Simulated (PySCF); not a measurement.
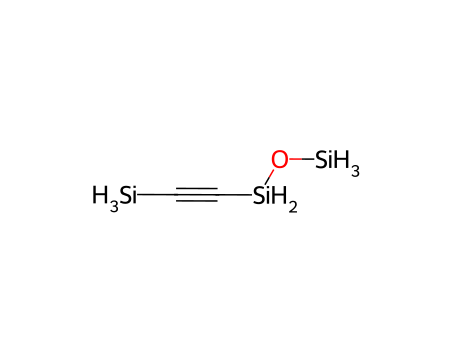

Source: calculation with PySCF.

**Give its SMILES.**

[SiH3]C#C[SiH2]O[SiH3]

**What is the molecular formula?**

C2H8OSi3.

**An optimisation with GFN2-xTB gave a structure of which point group?**

C1. Other conformers may differ.
